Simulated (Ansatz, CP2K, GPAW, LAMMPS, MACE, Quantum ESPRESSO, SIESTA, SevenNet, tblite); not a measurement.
## GPAW on liquid Zn23Cd15S38 at 1800 K (76 atoms): settings against a plane-wave reference

How do the settings of GPAW change the result for liquid Zn23Cd15S38 at 1800 K (76 atoms)? A plane-wave run serves as the yardstick.

Method: the method is named at each step, in GPAW 26.7.0.

### 1. Starting point

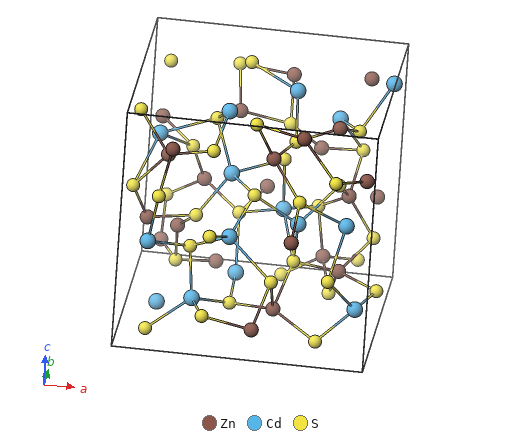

The starting structure, seen slightly off an axis (zinc brown, cadmium blue, sulfur yellow). Bonds to atoms that aren't drawn are left out. Some periodic images of atoms are drawn too.

The cell holds 76 atoms: 23 Zn, 15 Cd and 38 S. Cell: a = 11.895 Å, b = 11.895 Å, c = 11.895 Å, α = 90.0°, β = 90.0°, γ = 90.0°. 76 atoms (23 Zn, 15 Cd, 38 S) placed at random at 4.35 g/cm³, melted at 2500 K for 10 ps at fixed volume with the Stillinger-Weber II-VI potential (Zhou et al., Phys. Rev. B 88, 085309 (2013)). Snapshot at the end of a hold of 5 ps at 1800 K and fixed volume.

The yardstick, on the same geometry:

* method: Kohn-Sham DFT, PBE, SSSP efficiency 1.3.0 pseudopotentials, plane waves (Quantum ESPRESSO 7.5); sssp-pbe-1.3.0-efficiency, cutoffs 45/360 Ry, Γ point
* r.m.s. force component: 0.8571 eV/Å
* longest force: 2.878 eV/Å
* pressure: -1.555 GPa
* time: 6.1 min on 4 MPI ranks of Arm Neoverse V2, shared host
* CPU time: 24 min

### 2. PBE, LCAO dzp, h 0.2 Å

Method: Kohn-Sham DFT, PBE, PAW, atomic orbitals (dzp).

File run.py:

```python
import numpy as np
from ase.io import read
from gpaw import GPAW, FermiDirac

atoms = read("structure.xyz")
atoms.calc = GPAW(
    mode="lcao",
    basis="dzp",
    h=0.2,
    xc="PBE",
    kpts={"size": (1, 1, 1), "gamma": True},
    occupations=FermiDirac(0.05),
    maxiter=200,
    symmetry={"point_group": False},
    txt="gpaw.txt",
)
energy = atoms.get_potential_energy(force_consistent=True)
forces = atoms.get_forces()
print(f"energy {energy:.6f} eV")
print("forces (eV/A)")
for i, (a, f) in enumerate(zip(atoms, forces)):
    print(f"{i:4d} {a.symbol:2s} {f[0]:10.5f} {f[1]:10.5f} {f[2]:10.5f}")
print(f"Fermi level {atoms.calc.get_fermi_level():.4f} eV")
for k in range(len(atoms.calc.get_ibz_k_points())):
    for s in range(atoms.calc.get_number_of_spins()):
        e = atoms.calc.get_eigenvalues(kpt=k, spin=s)
        n = np.searchsorted(e, atoms.calc.get_fermi_level())
        print(f"k {k} spin {s} levels about the Fermi level:", np.round(e[max(n - 6, 0):n], 4).tolist(), "|", np.round(e[n:n + 6], 4).tolist())
```

File structure.xyz:

```xyz
76
Lattice="11.89530 0.00000 0.00000 0.00000 11.89530 0.00000 0.00000 0.00000 11.89530" Properties=species:S:1:pos:R:3 pbc="T T T"
Zn 10.43551 10.29788 10.60430
Zn 0.65055 10.90525 7.36283
Zn 6.65720 11.42365 9.93377
Zn 8.71402 10.07104 1.45765
Zn 4.37033 10.23222 8.32504
Zn 11.28043 2.41284 8.68309
Zn 9.84657 6.42037 2.29972
Zn 11.00422 11.11152 4.30943
Zn 9.65898 4.35915 10.40161
Zn 0.72859 5.77445 4.31086
Zn 0.87966 11.68559 0.79496
Zn 3.63199 10.72219 0.37268
Zn 2.86344 10.35486 4.63726
Zn 2.15245 1.16966 9.80375
Zn 6.47866 0.56253 1.32728
Zn 8.33373 0.95971 11.10486
Zn 8.13876 11.85593 6.18698
Zn 1.96427 8.09356 3.08445
Zn 6.77854 2.92862 9.11525
Zn 7.13159 3.73263 1.17454
Zn 1.67248 4.24686 8.22881
Zn 9.92116 8.33979 5.35764
Zn 5.73817 11.54451 4.08485
Cd 11.06275 2.94016 1.90765
Cd 0.93925 7.17001 8.04777
Cd 4.95499 2.66383 5.05015
Cd 9.21719 8.87711 9.00748
Cd 1.45408 5.60887 0.15167
Cd 7.29753 7.09019 10.94748
Cd 6.89071 8.16351 4.44646
Cd 7.94202 4.84460 5.13675
Cd 4.51379 6.36494 6.72965
Cd 3.35091 2.83251 1.68176
Cd 11.75363 7.68329 11.56413
Cd 10.39102 3.06732 6.03032
Cd 4.30443 5.48219 10.23186
Cd 1.20440 1.84948 4.74230
Cd 4.96557 6.90796 1.49988
S 11.20549 8.33813 3.36423
S 9.85752 1.31764 3.84266
S 6.82814 7.73587 7.13885
S 4.12731 0.26312 1.88957
S 4.98330 4.63560 0.88001
S 1.63263 1.24449 7.31394
S 0.06019 4.73338 6.28238
S 7.54852 5.29888 9.10704
S 4.88968 8.62719 11.51322
S 3.55551 7.43504 8.99701
S 9.60070 6.49400 6.61188
S 5.95169 2.02375 11.14375
S 0.23910 4.26780 10.36295
S 10.25256 10.36390 6.91462
S 6.77842 10.42302 0.17010
S 4.04916 11.77421 10.06628
S 9.31164 2.76352 0.14845
S 3.87680 3.37755 9.00534
[... 16 atom lines left out ...]
S 10.22151 11.67012 0.78592
S 8.36347 9.88190 4.05772
S 6.71192 10.81592 7.68115
S 1.03489 11.32004 3.23314
```

The run is started by

```sh
$ OMP_NUM_THREADS=1 python run.py > output.txt
```

Output:

```text
energy -190.171431 eV
forces (eV/A)
   0 Zn    0.89707    1.83604    0.93008
   1 Zn    0.30608   -0.04525    0.43028
   2 Zn   -0.59482    0.10689   -0.39592
   3 Zn    0.48692   -0.19646    0.63106
   4 Zn   -0.61201    0.01432   -0.70618
   5 Zn    0.53376   -0.74222    0.67588
   6 Zn   -0.04366    0.79085    0.19740
   7 Zn   -0.94854   -0.03488    0.19278
   8 Zn   -0.33691    0.59099   -0.56715
   9 Zn    0.36391   -0.01990   -0.42736
  10 Zn   -0.49649   -0.02894   -0.15967
  11 Zn    0.05433   -1.00597   -1.39750
  12 Zn    0.28793    0.59245    0.13330
  13 Zn    0.02339    0.32623    0.14604
  14 Zn   -0.73906    0.55792    0.62212
  15 Zn    0.87685   -0.25789   -0.15781
  16 Zn    0.61618   -0.29530    0.03677
  17 Zn   -0.42893    0.91868   -0.65524
  18 Zn   -0.26326    0.79403   -0.13824
  19 Zn    0.44960   -0.93551    0.46694
  20 Zn    0.54250   -0.54338    0.41706
  21 Zn    0.53363    0.60453   -0.14133
  22 Zn   -0.84694   -0.18107   -0.09715
  23 Cd   -0.52904   -2.92068    0.17337
[...]
68 S     0.27900    0.28295   -0.38899
  69 S    -0.96244    0.31736    0.50923
  70 S    -1.17605   -0.80538   -0.72638
  71 S    -1.37439   -0.93592    0.29714
  72 S    -0.27124   -0.74604   -0.26997
  73 S     1.20367    2.30590   -0.86872
  74 S    -0.53097   -0.70963    1.64597
  75 S     1.30041    0.53221    1.16208
Fermi level 4.3358 eV
k 0 spin 0 levels about the Fermi level: [3.8552, 3.9154, 4.1013, 4.1681, 4.2209, 4.2914] | [4.3752, 4.4412, 4.5995, 4.8052, 5.1081, 5.1922]
```

gpaw.txt:

```text
Input parameters:
  mode=LCAO(),
  basis={'default': 'dzp'},
  h=0.2,
  kpts=MonkhorstPack(size=(1, 1, 1), gamma=True),
  maxiter=200,
  occupations=Occupations(name='fermi-dirac', width=0.05, fixmagmom=False),
  symmetry=Symmetry(point_group=False),
  xc=XC(name='PBE')
Unit cell  # Å
| periodic |         x |         y |         z |   lengths |    angles |
|----------|-----------|-----------|-----------|-----------|-----------|
|      yes | 11.895300 |  0.000000 |  0.000000 | 11.895300 | 90.000000 |
|      yes |  0.000000 | 11.895300 |  0.000000 | 11.895300 | 90.000000 |
|      yes |  0.000000 |  0.000000 | 11.895300 | 11.895300 | 90.000000 |
Number of symmetries: 1
Symmetry operations  # r_c * U_cc + t_c -> r_c
|   | kind |            matrix            |
|---|------|------------------------------|
| 0 |  E   |  1, 0, 0,  0, 1, 0,  0, 0, 1 |
BZ-sampling:
  Number of BZ points: 1
  Number of IBZ points: 1
  Monkhorst-Pack size: [1, 1, 1]
  Monkhorst-Pack shift: [0, 0, 0]
[... lines left out ...]
  Fermi-Dirac:
[... lines left out ...]
xc functional:
  name: PBE with 2 nearest neighbor stencil
interpolation: tri-quintic # 5. degree polynomial
Initialization done in: 10.781 s
convergence criteria:
- Maximum [total energy] change in last 3 cyles: 0.0005 eV / valence electron
- Maximum integral of absolute [dens]ity change: 0.0001 electrons / valence electron
- Maximum integral of absolute [eigenst]ate change: 4e-08 eV^2 / valence electron
maximum number of iterations: 200
SCF iterations
|iter     |      energy | eigst |  dens |
|---------|-------------|-------|-------|
|iter:   1| -201.740444 |      c|       |
|iter:   2| -198.363639 |      c| -1.26 |
|iter:   3| -196.593717 |      c| -1.31 |
|iter:   4| -193.033199 |      c| -1.53 |
[...]
|iter:   8| -190.286945 |      c| -2.08 |
|iter:   9| -190.098752 |      c| -2.37 |
|iter:  10| -190.095487c|      c| -2.59 |
|iter:  11| -190.071377c|      c| -2.75 |
|iter:  12| -190.072079c|      c| -2.95 |
|iter:  13| -190.066349c|      c| -3.13 |
|iter:  14| -190.066533c|      c| -3.57 |
|iter:  15| -190.065664c|      c| -3.79 |
|iter:  16| -190.066439c|      c| -3.81 |
|iter:  17| -190.065993c|      c| -4.11c|
Converged in 17 steps
SCF loop duration: 241.255 s (14.191 s/step)
Energy contributions relative to reference atoms: (reference = -3818996.844171)
Energy contributions:
  Kinetic:         292.532486
  Coulomb:        -225.951325
  Zero:              3.309198
  External:          0.000000
  Xc:             -259.850915
  Entropy:          -0.210875
  Spinorbit:         0.000000
  ----------------------------
  Free energy:    -190.171431
  Extrapolated:   -190.065993
dipole moment: (-1.515531, 69.936131, -114.519001)  # |e|*Ang
Fermi level: 4.336
Eigenvalues  # (at kpt = [0.000, 0.000, 0.000])
| band index |      eig [eV] | occ [0-2] |
|------------|---------------|-----------|
|          0 |        -9.481 |     2.000 |
|        ... |               |           |
|        334 |         3.734 |     2.000 |
|        335 |         3.836 |     2.000 |
[...]
|        349 |         5.479 |     0.000 |
|        ... |               |           |
|        414 |         9.995 |     0.000 |
Gap: 0.084 eV
Transition (v -> c):
  (s=0, k=0, n=341, [0.00, 0.00, 0.00]) -> (s=0, k=0, n=342, [0.00, 0.00, 0.00])
No difference between direct/indirect transitions
Force computation time: 35.209  # s
timing:  # [seconds]
  Total:  287.274  # ━━━━━━━━━━━━━━━━━━━━━━━━━━━━━━━━━━━━━━━━━━━━━━━━━━━━━━━━
  Init:    10.780  # ━━
  SCF:    241.255  # ━━━━━━━━━━━━━━━━━━━━━━━━━━━━━━━━━━━━━━━━━━━━━━━
  Forces:  35.209  # ━━━━━━━
```

Elapsed: 4.8 min, on 1 thread of Arm Neoverse V2, shared host; peak memory 1.9 GiB.

Banners, paths, timers and routine set-up lines are dropped from the logs unmarked, and long logs keep their key lines alone; longer cuts are marked.

Numbers from this run, and their distance from the reference:

```yaml
r_m_s_force_component: 0.88 eV/Å
r_m_s_difference_of_force_components: 48.48 meV/Å
longest_difference_of_force_vectors: 190.4 meV/Å
force_difference_over_r_m_s_force: 5.656 %
slope_of_forces_against_the_reference_s: 1.026
correlation_of_force_components: 0.9988
```

Length of the force difference by element (eV/Å):

| element | atoms | mean | most |
| --- | --- | --- | --- |
| Cd | 15 | 0.099 | 0.18 |
| S | 38 | 0.073 | 0.19 |
| Zn | 23 | 0.051 | 0.080 |

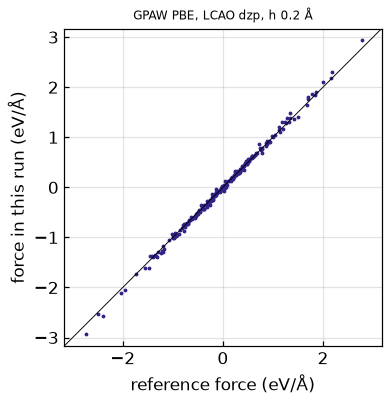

Force components against those of the reference; the line marks equality.

The surroundings of Cd35, which bears the longest force, nearest first, numbered as they follow in the input and with coordinates relative to it.

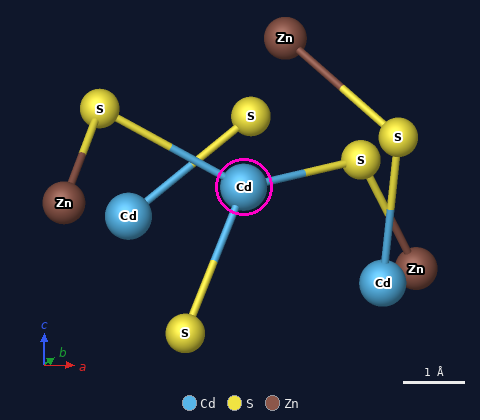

The atoms of the table, within 3.9 Å (arrows a, b, c point along x, y, z); some may hide others; the central atom is ringed.

| atom | x | y | z | distance (Å) | bonds | Fx | Fy | Fz (eV/Å) |
| --- | --- | --- | --- | --- | --- | --- | --- | --- |
| Cd35 | 0.00 | 0.00 | 0.00 | 0.00 | 3 | -2.04 | -2.10 | -0.59 |
| S45 | 1.56 | 1.67 | 0.25 | 2.30 | 3 | 1.86 | 1.38 | 0.54 |
| S64 | -2.17 | -1.10 | 1.41 | 2.82 | 3 | 0.91 | 0.50 | -0.49 |
| S40 | -0.53 | -1.75 | -2.19 | 2.85 | 3 | 1.30 | 0.67 | 1.10 |
| Zn6 | 0.89 | -0.65 | 2.65 | 2.87 | 2 | 0.53 | -0.74 | 0.68 |
| Cd31 | -2.45 | 1.78 | -0.89 | 3.16 | 3 | -0.38 | -0.44 | 2.93 |
| Cd37 | 2.71 | -1.22 | -1.29 | 3.24 | 3 | 0.68 | -0.19 | -0.48 |
| S49 | -0.79 | 3.43 | 0.58 | 3.56 | 2 | -1.27 | -0.32 | -0.65 |
| Zn17 | -2.25 | -3.11 | 0.16 | 3.84 | 3 | 0.62 | -0.30 | 0.04 |
| S44 | 3.14 | -1.82 | 1.28 | 3.85 | 3 | -1.37 | 0.25 | 0.65 |
| Zn10 | 2.23 | 2.71 | -1.72 | 3.91 | 3 | 0.36 | -0.02 | -0.43 |

Atoms are counted from 1 here, from 0 in the log.

Forces lie 5.7 % from the reference's, at 0.20 times its CPU time (on 1 against 4 cores).

### 3. PBE, LCAO sz(dzp), h 0.2 Å

Method: Kohn-Sham DFT, PBE, PAW, atomic orbitals (sz(dzp)).

Changes to run.py since step 2:

```diff
@@ -7,3 +7,3 @@
     mode="lcao",
-    basis="dzp",
+    basis="sz(dzp)",
     h=0.2,
```

structure.xyz is that of step 2.

Output:

```text
energy -155.479279 eV
forces (eV/A)
   0 Zn    0.60765    1.47966    0.73364
   1 Zn    0.22401   -0.09452    0.72841
   2 Zn   -0.49134    0.33501   -0.26491
   3 Zn    0.45411   -0.42746    1.16472
   4 Zn   -0.96383   -0.47675   -1.15999
   5 Zn    0.54339   -0.65097    0.50446
   6 Zn    0.00459    0.94514    0.13037
   7 Zn   -1.34367   -0.39349    0.33356
   8 Zn   -0.34514    1.00950   -0.82835
   9 Zn    0.08272   -0.17806   -0.46040
  10 Zn   -0.66259   -0.08322    0.04963
  11 Zn    0.16671   -1.33967   -1.77076
[...]
71 S    -1.60787   -0.80531    0.42569
  72 S    -0.11969   -0.40678   -0.21386
  73 S     1.33516    2.83249   -1.03117
  74 S    -0.55619   -0.99497    1.40469
  75 S     1.67919    0.68128    0.96007
Fermi level 4.5683 eV
k 0 spin 0 levels about the Fermi level: [4.0926, 4.1469, 4.3496, 4.4072, 4.4585, 4.5268] | [4.6054, 4.665, 4.8265, 5.0294, 5.3668, 5.4764]
```

gpaw.txt:

```text
Input parameters:
  mode=LCAO(),
  basis={'default': 'sz(dzp)'},
  h=0.2,
  kpts=MonkhorstPack(size=(1, 1, 1), gamma=True),
  maxiter=200,
  occupations=Occupations(name='fermi-dirac', width=0.05, fixmagmom=False),
  symmetry=Symmetry(point_group=False),
  xc=XC(name='PBE')
[... lines left out ...]
  Fermi-Dirac:
[... lines left out ...]
convergence criteria:
- Maximum [total energy] change in last 3 cyles: 0.0005 eV / valence electron
[... lines left out ...]
Converged in 17 steps
[... lines left out ...]
  Free energy:    -155.479279
[... lines left out ...]
Fermi level: 4.568
[... lines left out ...]
|          0 |        -9.559 |     2.000 |
|        ... |               |           |
|        334 |         3.967 |     2.000 |
|        335 |         4.061 |     2.000 |
[...]
|        349 |         5.765 |     0.000 |
|        ... |               |           |
|        414 |        11.002 |     0.000 |
Gap: 0.079 eV
Transition (v -> c):
  (s=0, k=0, n=341, [0.00, 0.00, 0.00]) -> (s=0, k=0, n=342, [0.00, 0.00, 0.00])
No difference between direct/indirect transitions
Force computation time: 12.718  # s
timing:  # [seconds]
  Total:  119.816  # ━━━━━━━━━━━━━━━━━━━━━━━━━━━━━━━━━━━━━━━━━━━━━━━━━━━━━━━━
  Init:     8.301  # ━━━━
  SCF:     98.770  # ━━━━━━━━━━━━━━━━━━━━━━━━━━━━━━━━━━━━━━━━━━━━━━
  Forces:  12.718  # ━━━━━━
```

Elapsed: 2 min, on 1 thread; peak memory 1.6 GiB.

Against the reference:

```
r.m.s. force component                  : 0.9924 eV/Å
r.m.s. difference of force components   : 280 meV/Å
longest difference of force vectors     : 1022 meV/Å
force difference over r.m.s. force      : 32.67 %
slope of forces against the reference's : 1.117
correlation of force components         : 0.9647
```

This is a coarse setting, run to see what it loses.

Against the first run (5.7 %), the force difference from the reference is 33 %, at 0.42 times the CPU time, with 494 basis functions against 1292: the smaller basis costs accuracy.

### 4. RPBE, LCAO dzp, h 0.2 Å

Method: Kohn-Sham DFT, RPBE, PAW, atomic orbitals (dzp).

Changes to run.py since step 3:

```diff
@@ -7,5 +7,5 @@
     mode="lcao",
-    basis="sz(dzp)",
+    basis="dzp",
     h=0.2,
-    xc="PBE",
+    xc="RPBE",
     kpts={"size": (1, 1, 1), "gamma": True},
```

structure.xyz is that of step 3.

Output:

```text
energy -161.217174 eV
forces (eV/A)
   0 Zn    0.89071    1.76496    0.99409
   1 Zn    0.27563   -0.04609    0.48094
   2 Zn   -0.58225    0.08981   -0.47195
   3 Zn    0.47204   -0.19578    0.82490
   4 Zn   -0.70845   -0.13889   -0.79013
   5 Zn    0.55977   -0.69825    0.65024
   6 Zn   -0.07800    0.75878    0.26625
   7 Zn   -1.01802   -0.13846    0.30507
   8 Zn   -0.43415    0.68990   -0.64144
   9 Zn    0.25868   -0.00234   -0.41252
  10 Zn   -0.48452   -0.01805   -0.16686
  11 Zn    0.08192   -1.00176   -1.41095
[...]
71 S    -1.41383   -0.93510    0.32127
  72 S    -0.22362   -0.54213   -0.15056
  73 S     1.12952    2.43584   -0.90210
  74 S    -0.50136   -0.82820    1.55376
  75 S     1.39783    0.59210    1.14172
Fermi level 4.4914 eV
k 0 spin 0 levels about the Fermi level: [4.0075, 4.0639, 4.2474, 4.323, 4.3746, 4.446] | [4.5303, 4.6018, 4.7765, 4.9811, 5.299, 5.3829]
```

gpaw.txt:

```text
Input parameters:
  mode=LCAO(),
  basis={'default': 'dzp'},
  h=0.2,
  kpts=MonkhorstPack(size=(1, 1, 1), gamma=True),
  maxiter=200,
  occupations=Occupations(name='fermi-dirac', width=0.05, fixmagmom=False),
  symmetry=Symmetry(point_group=False),
  xc=XC(name='RPBE')
[... lines left out ...]
  Fermi-Dirac:
[... lines left out ...]
convergence criteria:
- Maximum [total energy] change in last 3 cyles: 0.0005 eV / valence electron
[... lines left out ...]
Converged in 17 steps
[... lines left out ...]
  Free energy:    -161.217174
[... lines left out ...]
Fermi level: 4.491
[... lines left out ...]
|          0 |        -9.363 |     2.000 |
|        ... |               |           |
|        334 |         3.884 |     2.000 |
|        335 |         3.982 |     2.000 |
[...]
|        349 |         5.671 |     0.000 |
|        ... |               |           |
|        414 |        10.219 |     0.000 |
Gap: 0.084 eV
Transition (v -> c):
  (s=0, k=0, n=341, [0.00, 0.00, 0.00]) -> (s=0, k=0, n=342, [0.00, 0.00, 0.00])
No difference between direct/indirect transitions
Force computation time: 35.321  # s
timing:  # [seconds]
  Total:  287.832  # ━━━━━━━━━━━━━━━━━━━━━━━━━━━━━━━━━━━━━━━━━━━━━━━━━━━━━━━━
  Init:    10.822  # ━━
  SCF:    241.659  # ━━━━━━━━━━━━━━━━━━━━━━━━━━━━━━━━━━━━━━━━━━━━━━━
  Forces:  35.322  # ━━━━━━━
```

Run time: 4.8 min. Hardware: 1 thread; peak memory 1.9 GiB.

Numbers from this run, and their distance from the reference:

| Property | Result |
| --- | --- |
| r.m.s. force component | 0.8903 eV/Å |
| r.m.s. difference of force components | 114.5 meV/Å |
| longest difference of force vectors | 391.1 meV/Å |
| force difference over r.m.s. force | 13.36 % |
| slope of forces against the reference's | 1.031 |
| correlation of force components | 0.9921 |

Against the first run (5.7 %), the force difference from the reference is 13 %, at 1.0 times the CPU time; the model has changed, so this is no error of the program alone.

(Continued in part 2 of 2.)

[Also dropped from logs without a mark: logging warnings of Python, and SIESTA's first energy breakdown and zero terms.]

[Logs are printed without paths, hosts, clocks, repeated set-up lines and the standing remarks that a program may print on its own settings, such as how far it seeks lower states.]

[Hosts, paths, dates, database ids (printed as entryN), source tags and the programs' standing remarks are cut or masked in the printed files.]
